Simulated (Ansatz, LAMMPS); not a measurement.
# Elastic response of glassy 44SiO2-56MgO (mol %) (83 atoms), part 2 of 3

Aim: relax glassy 44SiO2-56MgO (mol %) (83 atoms), then change its volume and shape to read moduli from the stress.

Ansatz 0.2.0; Kohn-Sham DFT, RPBE, PAW (set soft_2), plane waves.

The cell: 15 Si, 19 Mg and 49 O. The quench rate of 30 K/ps far exceeds what a furnace or splat quench reaches. The starting topology of bonds comes from the classical model. Sampling is at Γ alone.

So far. Step 2 (Single point at the start): The r.m.s. force at the start is 1.5 eV/Å. Step 3 (Cell and atoms relaxed): The relaxation converged after 7 steps, with a largest force component of 0.025 eV/Å.

**4. Single point at the relaxed geometry**

One more single point at the end of the walk gives the fuller output and checks the residual forces.

Contents of input.yaml:

```yaml
crystal:
  lattice:
    - [10.22176, -0.03583, -0.19501]
    - [-0.03583, 10.14317, -0.00701]
    - [-0.19501, -0.00701, 10.05592]
  atoms:
    - { symbol: Si, position: [0.8472, 0.84434, 0.23117] }
    - { symbol: Si, position: [0.62083, 0.60896, 0.83962] }
    - { symbol: Si, position: [0.33451, 0.3341, 0.02653] }
    - { symbol: Si, position: [0.94767, 0.94614, 0.94786] }
    - { symbol: Si, position: [0.70332, 0.13531, 0.93146] }
    - { symbol: Si, position: [0.49908, 0.78659, 0.51117] }
    [... 71 atom lines left out ...]
    - { symbol: O, position: [0.66479, 0.48215, 0.23556] }
    - { symbol: O, position: [0.41914, 0.37447, 0.41105] }
    - { symbol: O, position: [0.95753, 0.27765, 0.08986] }
    - { symbol: O, position: [0.20865, 0.91628, 0.28724] }
    - { symbol: O, position: [0.77049, 0.7191, 0.16984] }
    - { symbol: O, position: [0.30531, 0.13679, 0.41501] }
kpoints:
  mp_grid: { grid: [1, 1, 1] }
hamiltonian:
  xc: rpbe
scf:
  occupations: { method: fixed }
output:
  forces: true
  stress: true
  populations: true
  dos:
    method: { smearing: { sigma: 0.08 } }
    de: 0.1
    projected: { site_lists: { Mg: [Mg], O: [O], Si: [Si] } }
  eigenvalues: true
  write_density: true
  write_potential: true
  volumetric_format: npy
```

Command:

```
ansatz run input.yaml --threads 4 --pin off --max-ram 8192MiB --backend cpu --events-out ev --progress --plain --runs-dir out
```

Numbers of over 12 decimals in the logs are rounded to 6 here.

The program printed:

```text
[...]
Crystal: 83 atoms, lattice volume = 1042.209 Å³
Basis set: ecut = 420 eV, 20315 PW (Γ), exchange–correlation on 144×144×144 points (8 copies of the dense FFT grid, shifted against one another)
Bands: 355, of which v1, the nominal top of the filled ones, is band 272 counted from 1 (271 counted from 0)
Symmetry: 1 space group operations
[...]
k-points: 1
[...]
SCF iter   1: F=—  HF=-74179.732007 eV  |F-HF|=—  |Δ(HF+E_count)|=         —  Δρ=4.80e-3  dr2=2.56e-1  ethr=1.77e-3  ⟨swp⟩=5.0  Hψ=1215  notcnv=0  defer=80
[...]
SCF iter   9: F=-74179.687403 eV  HF=-74179.687403 eV  |F-HF|=8.02e-8  |Δ(HF+E_count)|=   1.15e-6  Δρ=2.40e-6  dr2=6.67e-8  ethr=1.84e-11  ⟨swp⟩=18.0  Hψ=3482  notcnv=0
SCF 1 converged in 9 iterations: F = -74179.687403 eV  dr2 = 6.67e-8
[...]
SCF converged after 9 iterations
Free energy (F): -74179.687403 eV
[...]
Internal energy: -74179.687403 eV  (E = F + TS)
E sigma→0 (E₀):  -74179.687403 eV
Fermi energy:    4.913480 eV
[...]
--- Forces (eV/Å), atoms counted from 1 ---
  atom   1  Si    -0.00873678     0.00547179     0.02409702
  atom   2  Si    -0.00956216     0.00607447     0.00822510
  atom   3  Si     0.01092458    -0.00442098     0.00154971
  atom   4  Si     0.00515023     0.00167935    -0.00491355
  atom   5  Si    -0.00916943    -0.00250885     0.00430881
  atom   6  Si     0.00103556     0.00541742    -0.00120931
  atom   7  Si     0.00408778     0.00132272    -0.01377799
  atom   8  Si     0.00264585     0.00410833     0.01166788
  atom   9  Si     0.00373792     0.00606420     0.00192103
  atom  10  Si    -0.00032293     0.00474754    -0.00195300
  atom  11  Si    -0.00104152     0.00149798    -0.00807197
  atom  12  Si     0.00281783     0.00185381    -0.00475741
  atom  13  Si    -0.00668464    -0.00818604     0.00219261
  atom  14  Si    -0.01068402     0.00013724     0.00305735
[...]
atom  82  O      0.00129782     0.00025746    -0.00150343
  atom  83  O     -0.00589043    -0.00061518    -0.00269023
  max |Σ_I F_I| component: 1.16e-4 eV/Å
--- Stress (GPa, compression-positive) ---
        0.020394      -0.002334      -0.021594
       -0.002335       0.049827      -0.000789
       -0.021592      -0.000788       0.028409
  P = ⅓ Tr σ = 0.0329 GPa (0.329 kbar)
--- Band table (eV) ---
[...]
--- Löwdin populations: 83 sites ---
  site symbol       q [e]
     0     Si      2.2995
     1     Si      2.3426
     2     Si      2.3564
[...]
82      O      6.8266
  spilling = 0.010057 (of n_electrons = 544.000000)
```

Elapsed: 14 s, on 4 threads of Arm Neoverse V2, shared host; peak memory 1.3 GiB.

Numbers from this run:

```yaml
free_energy: -74179.6874 eV
free_energy_per_atom: -893.7312 eV/atom
scf_cycles: 9
pressure: 0.03288 GPa
r_m_s_force_component: 0.00507 eV/Å
longest_force: 0.02621 eV/Å
fermi_energy: 4.913 eV
spacing_of_highest_filled_and_lowest_empty_level: 3.262 eV
spilling_of_the_projection: 0.01006
```

Löwdin charges by element and coordination (they lack the spilled electrons, 0.066 e an atom on average):

| element | coordination | atoms | mean charge (e) | spread | least | most |
| --- | --- | --- | --- | --- | --- | --- |
| Mg | all | 19 | 1.62 | 0.0167 | 1.58 | 1.65 |
| Mg | 3 | 1 | 1.65 | 0 | 1.65 | 1.65 |
| Mg | 4 | 10 | 1.62 | 0.0153 | 1.60 | 1.64 |
| Mg | 5 | 7 | 1.62 | 0.0162 | 1.58 | 1.63 |
| Mg | 6 | 1 | 1.64 | 0 | 1.64 | 1.64 |
| O | all | 49 | -1.02 | 0.144 | -1.41 | -0.794 |
| O | 2 | 13 | -0.853 | 0.0715 | -1.02 | -0.794 |
| O | 3 | 26 | -1.04 | 0.067 | -1.10 | -0.854 |
| O | 4 | 10 | -1.18 | 0.143 | -1.41 | -1.05 |
| Si | all | 15 | 1.65 | 0.0382 | 1.60 | 1.75 |

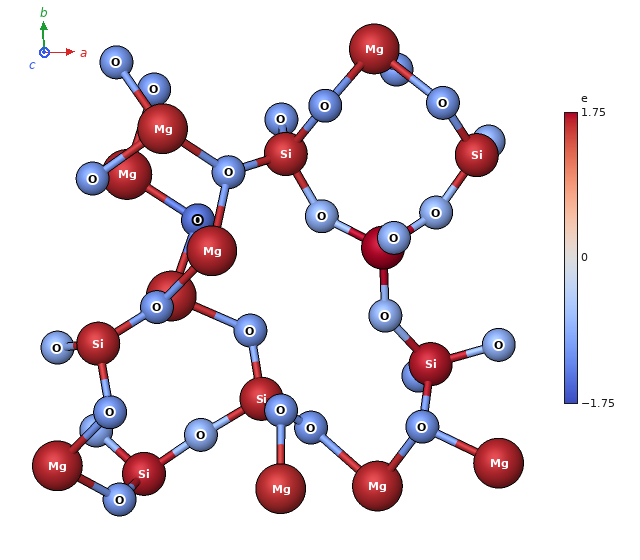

Atoms coloured by Löwdin charge. Drawn is a slice 5 Å thick, seen along the normal of the ab plane.

States in the cell by windows of 1 eV, zero at the Fermi level; the larger projections on atomic orbitals stand beside the total:

| from (eV) | to (eV) | total | O p | Si p | O s |
| --- | --- | --- | --- | --- | --- |
| -18 | -17 | 40.9 | 0.4 | 5.0 | 33.7 |
| -17 | -16 | 10.1 | 0.1 | 0.8 | 8.7 |
| -16 | -15 | 2.0 | 0.0 | 0.0 | 1.8 |
| -15 | -10 | 0.0 | 0.0 | 0.0 | 0.0 |
| -10 | -9 | 4.0 | 2.6 | 0.2 | 0.2 |
| -9 | -8 | 7.7 | 5.2 | 0.6 | 0.5 |
| -8 | -7 | 9.7 | 6.8 | 1.0 | 0.6 |
| -7 | -6 | 12.7 | 9.5 | 1.5 | 0.5 |
| -6 | -5 | 26.1 | 20.3 | 2.8 | 1.1 |
| -5 | -4 | 42.3 | 34.6 | 3.9 | 1.5 |
| -4 | -3 | 49.7 | 44.3 | 2.1 | 1.0 |
| -3 | -2 | 66.3 | 62.6 | 1.2 | 0.5 |
| -2 | -1 | 58.4 | 56.3 | 0.6 | 0.2 |
| -1 | 0 | 16.2 | 15.7 | 0.2 | 0.1 |
| 0 | 1 | 0.8 | 0.7 | 0.0 | 0.0 |
| 1 | 3 | 0.0 | 0.0 | 0.0 | 0.0 |
| 3 | 4 | 2.0 | 0.0 | 0.0 | 0.6 |
| 4 | 5 | 0.6 | 0.1 | 0.1 | 0.1 |

The curve was stored every 0.10 eV, coarse against its broadening of 0.08 eV, so these counts are rough.

With fixed occupations the program's Fermi level is the highest filled level; weight inside the gap is the broadening of levels at its edges.

Between -26 and -18 eV lie 45 more states.

About 153 of the 544 electrons lie in deeper levels, below the stored range.

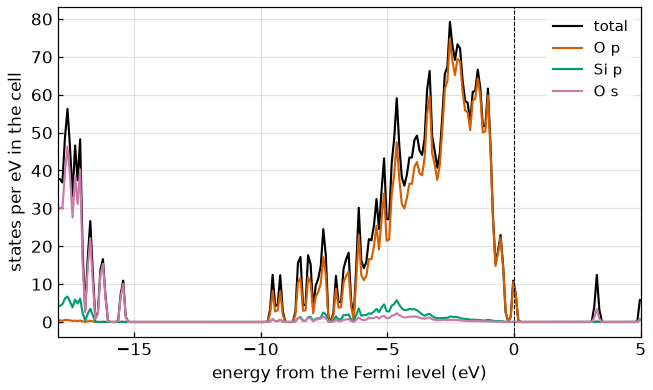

Total and projected density of states, with the broadening of the input.

The levels nearest the highest filled one (over half full), pooled over k-points and spins:

```
level less the highest filled one (eV)  occupation
                                -0.872           2
                                -0.762           2
                                -0.614           2
                                -0.548           2
                                -0.447           2
                                     0           2
                                  3.26           0
                                  5.05           0
                                  5.15           0
                                  5.40           0
                                  5.51           0
                                  5.56           0
```

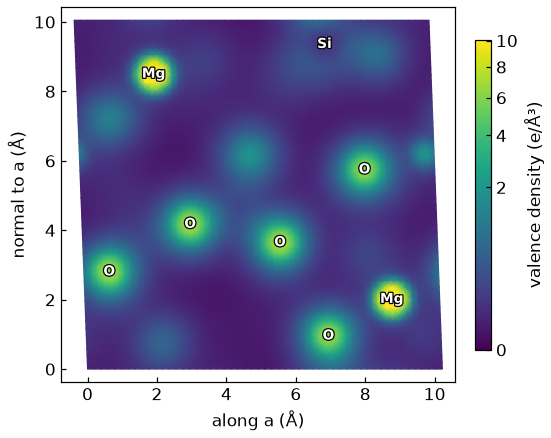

Valence density in the ac plane at fractional y = 0.147, with atoms of Si and Mg and O within 0.2 Å of it. It is the smooth field of the valence electrons, not physical close to the nuclei. The colour scale is stretched toward low values.

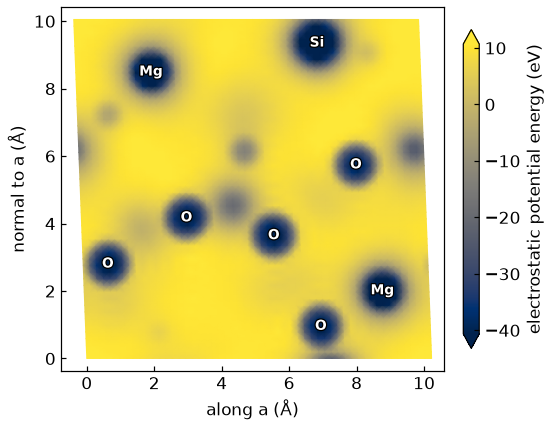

Electrostatic potential energy in the ac plane at fractional y = 0.147, with atoms of Si and Mg and O within 0.2 Å of it. With pseudopotentials it is smooth inside the atoms' cores, unlike the true potential.

Between filled and empty levels lie 3.26 eV (at Γ alone); a semilocal functional tends to put such gaps too low. In a disordered cell it changes from sample to sample, and tail or defect levels can set it. Mean Löwdin charges: Mg +1.62, O -1.02, Si +1.65 e (they miss 1.0 % of the electrons, so they add up to more than the cell's charge).

**5. Volume -3 %**

The relaxed cell is scaled evenly and the atoms are relaxed again; the stress at the end gives one point of P(V).

input.yaml, the sections that differ from step 4:

```yaml
crystal:
  lattice:
    - [10.1185, -0.03547, -0.19304]
    - [-0.03547, 10.04071, -0.00694]
    - [-0.19304, -0.00694, 9.95434]
  atoms:
    [... the 83 atom lines of step 4 ...]
output:
  forces: true
  eigenvalues: true
  stress: true
relax:
  f_tol: 0.05
  max_steps: 70
# kpoints, hamiltonian, scf: as in step 4
```

The program printed:

```text
Warning: output.stress: scf.convergence.dr2_threshold = 1e-7 eV (the SCF's general default) is looser than the 8.3e-9 eV advised for a printed stress (1e-10 eV for each atom of the cell: 83). What an SCF threshold leaves in a stress goes as its square root, and in the free energy as the threshold itself, and one threshold admits the most on a small cell: [...]
[...]
Crystal: 83 atoms, lattice volume = 1010.943 Å³
Basis set: ecut = 420 eV, 19783 PW (Γ), exchange–correlation on 144×144×144 points (8 copies of the dense FFT grid, shifted against one another)
Bands: 355, of which v1, the nominal top of the filled ones, is band 272 counted from 1 (271 counted from 0)
Symmetry: 1 space group operations
[...]
k-points: 1
[...]
SCF iter   1: F=—  HF=-74179.293594 eV  |F-HF|=—  |Δ(HF+E_count)|=         —  Δρ=4.83e-3  dr2=2.52e-1  ethr=1.77e-3  ⟨swp⟩=5.0  Hψ=1280  notcnv=0  defer=80
[...]
SCF iter   7: F=-74179.248915 eV  HF=-74179.248912 eV  |F-HF|=3.59e-6  |Δ(HF+E_count)|=   5.98e-5  Δρ=1.82e-5  dr2=3.15e-6  ethr=4.82e-9  ⟨swp⟩=15.0  Hψ=1969  notcnv=0
SCF 1 converged in 7 iterations: F = -74179.248915 eV  dr2 = 3.15e-6
[...]
relax step   1: F+E_penalty+E_count = -74179.24891511 eV  Δ(F+E_penalty+E_count) = +0.000e0 eV  max|allowed force component| = 5.534e-1 eV/Å  Δτ_max = 0.0000 Å  (7 SCF iters, dr2 threshold 6.25e-5 eV, accepted)
[...]
relax step   2: F+E_penalty+E_count = -74179.36446336 eV  Δ(F+E_penalty+E_count) = -1.155e-1 eV  max|allowed force component| = 2.996e-1 eV/Å  Δτ_max = 0.0254 Å  (6 SCF iters, dr2 threshold 1.91e-5 eV, accepted)
[...]
relax step   3: F+E_penalty+E_count = -74179.43742374 eV  Δ(F+E_penalty+E_count) = -7.296e-2 eV  max|allowed force component| = 1.120e-1 eV/Å  Δτ_max = 0.0426 Å  (6 SCF iters, dr2 threshold 5.61e-6 eV, accepted)
relax step   4: F+E_penalty+E_count = -74179.44806026 eV  Δ(F+E_penalty+E_count) = -1.064e-2 eV  max|allowed force component| = 3.363e-1 eV/Å  Δτ_max = 0.0477 Å  (8 SCF iters, accepted)
relax step   5: F+E_penalty+E_count = -74179.45796146 eV  Δ(F+E_penalty+E_count) = -9.901e-3 eV  max|allowed force component| = 1.541e-1 eV/Å  Δτ_max = 0.0284 Å  (5 SCF iters, dr2 threshold 1.58e-5 eV, accepted)
relax step   6: F+E_penalty+E_count = -74179.46269706 eV  Δ(F+E_penalty+E_count) = -4.736e-3 eV  max|allowed force component| = 1.396e-2 eV/Å  Δτ_max = 0.0199 Å  (5 SCF iters, dr2 threshold 4.98e-6 eV, accepted)
[...]
relax step   7: F+E_penalty+E_count = -74179.46269896 eV  Δ(F+E_penalty+E_count) = -1.898e-6 eV  max|allowed force component| = 1.378e-2 eV/Å  Δτ_max = 0.0000 Å  (4 SCF iters, accepted)
SCF converged after 4 iterations
Free energy (F): -74179.462699 eV
[...]
Internal energy: -74179.462699 eV  (E = F + TS)
E sigma→0 (E₀):  -74179.462699 eV
Fermi energy:    5.224618 eV
[...]
--- Forces (eV/Å), atoms counted from 1 ---
  atom   1  Si    -0.00715221    -0.00228104     0.01012216
  atom   2  Si    -0.00728352     0.00424830    -0.00108684
  atom   3  Si     0.00225192    -0.00590117    -0.00461393
  atom   4  Si    -0.00032016    -0.00066157     0.00677918
  atom   5  Si     0.00193255    -0.00269840    -0.00177182
  atom   6  Si     0.00204053    -0.00352368    -0.00423097
  atom   7  Si     0.00330704    -0.01378474     0.00647491
  atom   8  Si    -0.00149521     0.00086720     0.00832964
  atom   9  Si    -0.00039230    -0.00071896     0.00368690
  atom  10  Si     0.01001723     0.00660991    -0.00624660
  atom  11  Si     0.00991511     0.00318310    -0.00835447
  atom  12  Si     0.01176032    -0.00278733     0.00270181
  atom  13  Si     0.00278480     0.00270282    -0.00259917
  atom  14  Si    -0.00978248     0.00689539    -0.00509158
[...]
atom  82  O      0.00769832     0.00469291    -0.00011942
  atom  83  O      0.00184172    -0.00045032    -0.00254997
  max |Σ_I F_I| component: 3.54e-5 eV/Å
--- Stress (GPa, compression-positive) ---
        2.494038      -0.101495       0.274354
       -0.101495       2.508089       0.050182
        0.274356       0.050183       2.430018
  P = ⅓ Tr σ = 2.4774 GPa (24.774 kbar)
--- Band table (eV) ---
[...]
--- Relaxed structure (7 steps of the walk, 7 accepted, 0 SCFs on fresh bases) ---
  F+E_penalty+E_count = -74179.46269896 eV   max|allowed force component| = 1.378e-2 eV/Å
  atoms:
    - { symbol: Si, position: [0.848963, 0.845340, 0.230202] }
    - { symbol: Si, position: [0.622811, 0.609821, 0.839143] }
    - { symbol: Si, position: [0.336197, 0.335214, 0.026269] }
    - { symbol: Si, position: [0.949328, 0.945988, 0.945924] }
[...]
- { symbol: O, position: [0.303679, 0.138498, 0.422160] }
```

The job ended after 60 s (4 threads; peak memory 1.3 GiB; 3.8 min of CPU time).

The program notes that the SCF threshold is loose for the stress.

The relaxation converged after 7 steps, 0.214 eV below its start, with a largest force component of 0.014 eV/Å.

Volume -3 %: the energy stands 0.225 eV above that of the reference, at a pressure of 2.48 GPa.

**6. Volume +3 %**

The relaxed cell is scaled to another volume.

Input and log are left out; they have the form of those shown for this kind of step.

Elapsed: 57 s, on 4 threads of Arm Neoverse V2, shared host; peak memory 1.4 GiB.

The relaxation converged after 6 steps, 0.215 eV below its start, with a largest force component of 0.041 eV/Å.

Volume +3 %: the energy stands 0.174 eV above that of the reference, at a pressure of -1.83 GPa.

**7. Volume -6 %**

The relaxed cell is scaled to another volume.

Input and log are left out; they have the form of those shown for this kind of step.

Run time: 52 s. Hardware: 4 threads of Arm Neoverse V2, shared host; peak memory 1.3 GiB.

The relaxation converged after 6 steps, 0.891 eV below its start, with a largest force component of 0.026 eV/Å.

Volume -6 %: the energy stands 0.987 eV above that of the reference, at a pressure of 5.38 GPa.

**8. Volume +6 %**

The relaxed cell is scaled to another volume.

input.yaml, the sections that differ from step 5:

```yaml
crystal:
  lattice:
    - [10.42224, -0.03653, -0.19883]
    - [-0.03653, 10.34211, -0.00715]
    - [-0.19883, -0.00715, 10.25314]
  atoms:
    [... the 83 atom lines of step 4 ...]
# kpoints, hamiltonian, scf, output, relax: as in step 5
```

The program printed:

```text
[...]
Crystal: 83 atoms, lattice volume = 1104.742 Å³
Basis set: ecut = 420 eV, 21625 PW (Γ), exchange–correlation on 144×144×144 points (8 copies of the dense FFT grid, shifted against one another)
Bands: 355, of which v1, the nominal top of the filled ones, is band 272 counted from 1 (271 counted from 0)
Symmetry: 1 space group operations
[...]
k-points: 1
[...]
SCF iter   1: F=—  HF=-74178.226674 eV  |F-HF|=—  |Δ(HF+E_count)|=         —  Δρ=4.66e-3  dr2=2.64e-1  ethr=1.77e-3  ⟨swp⟩=5.0  Hψ=1215  notcnv=0  defer=80
[...]
SCF iter   6: F=—  HF=-74178.185239 eV  |F-HF|=—  |Δ(HF+E_count)|=   2.01e-4  Δρ=5.16e-5  dr2=3.46e-5  ethr=4.95e-8  ⟨swp⟩=2.0  Hψ=431  notcnv=0  defer=81
SCF iter   7: F=-74178.185324 eV  HF=-74178.185317 eV  |F-HF|=6.65e-6  |Δ(HF+E_count)|=   7.78e-5  Δρ=2.05e-5  dr2=5.05e-6  ethr=6.36e-9  ⟨swp⟩=14.0  Hψ=1938  notcnv=0
SCF 1 converged in 7 iterations: F = -74178.185324 eV  dr2 = 5.05e-6
[...]
relax step   1: F+E_penalty+E_count = -74178.18532364 eV  Δ(F+E_penalty+E_count) = +0.000e0 eV  max|allowed force component| = 9.094e-1 eV/Å  Δτ_max = 0.0000 Å  (7 SCF iters, dr2 threshold 6.25e-5 eV, accepted)
[...]
relax step   2: F+E_penalty+E_count = -74178.59640313 eV  Δ(F+E_penalty+E_count) = -4.111e-1 eV  max|allowed force component| = 5.211e-1 eV/Å  Δτ_max = 0.0570 Å  (6 SCF iters, dr2 threshold 5.17e-5 eV, accepted)
[...]
relax step   3: F+E_penalty+E_count = -74178.85513167 eV  Δ(F+E_penalty+E_count) = -2.587e-1 eV  max|allowed force component| = 3.147e-1 eV/Å  Δτ_max = 0.1061 Å  (7 SCF iters, dr2 threshold 1.70e-5 eV, accepted)
relax step   4: F+E_penalty+E_count = -74178.97308040 eV  Δ(F+E_penalty+E_count) = -1.179e-1 eV  max|allowed force component| = 1.911e-1 eV/Å  Δτ_max = 0.2000 Å  (7 SCF iters, dr2 threshold 3.25e-5 eV, accepted)
relax step   5: F+E_penalty+E_count = -74179.01046658 eV  Δ(F+E_penalty+E_count) = -3.739e-2 eV  max|allowed force component| = 7.110e-2 eV/Å  Δτ_max = 0.0911 Å  (6 SCF iters, dr2 threshold 1.33e-5 eV, accepted)
[...]
relax step   6: F+E_penalty+E_count = -74179.01568984 eV  Δ(F+E_penalty+E_count) = -5.223e-3 eV  max|allowed force component| = 1.849e-2 eV/Å  Δτ_max = 0.0196 Å  (7 SCF iters, accepted)
SCF converged after 7 iterations
Free energy (F): -74179.015690 eV
[...]
Internal energy: -74179.015690 eV  (E = F + TS)
E sigma→0 (E₀):  -74179.015690 eV
Fermi energy:    4.313074 eV
[...]
Σ components = -74179.015690   (vs F -74179.015690, Δ=0.00e0)
--- Forces (eV/Å), atoms counted from 1 ---
  atom   1  Si     0.01209524     0.01848529    -0.00006244
  atom   2  Si    -0.01021234     0.00128069     0.00175833
  atom   3  Si    -0.01441621    -0.00324363    -0.00330122
  atom   4  Si     0.00484993     0.00202932     0.00207234
[...]
atom  83  O      0.01413718     0.00811245     0.00156824
  max |Σ_I F_I| component: 1.55e-4 eV/Å
--- Stress (GPa, compression-positive) ---
       -3.001534       0.281876      -0.738908
        0.281875      -3.515907       0.043508
       -0.738907       0.043509      -3.573095
  P = ⅓ Tr σ = -3.3635 GPa (-33.635 kbar)
--- Band table (eV) ---
[...]
--- Relaxed structure (6 steps of the walk, 6 accepted, 0 SCFs on fresh bases) ---
  F+E_penalty+E_count = -74179.01568984 eV   max|allowed force component| = 1.849e-2 eV/Å
  atoms:
    - { symbol: Si, position: [0.844101, 0.840873, 0.230874] }
    - { symbol: Si, position: [0.611064, 0.603191, 0.840481] }
    - { symbol: Si, position: [0.330468, 0.333590, 0.027168] }
    - { symbol: Si, position: [0.943509, 0.947083, 0.951211] }
[...]
- { symbol: O, position: [0.310315, 0.132432, 0.399300] }
```

Elapsed: 58 s, on 4 threads; peak memory 1.4 GiB.

The relaxation converged after 6 steps, 0.830 eV below its start, with a largest force component of 0.018 eV/Å.

Volume +6 %: the energy stands 0.672 eV above that of the reference, at a pressure of -3.36 GPa.

**9. Volume -10 %**

The relaxed cell is scaled to another volume.

Input and log are left out; they have the form of those shown for this kind of step.

The job ended after 62 s (4 threads of Arm Neoverse V2, shared host; peak memory 1.2 GiB).

The relaxation converged after 7 steps, 2.65 eV below its start, with a largest force component of 0.018 eV/Å.

Volume -10 %: the energy stands 2.96 eV above that of the reference, at a pressure of 9.92 GPa.

(Part 2 of 3 ends here.)

[Logs are printed without paths, hosts, clocks, repeated set-up lines and the standing remarks that a program may print on its own settings, such as how far it seeks lower states.]

[Hosts, paths, dates, database ids (printed as entryN), source tags and the programs' standing remarks are cut or masked in the printed files.]
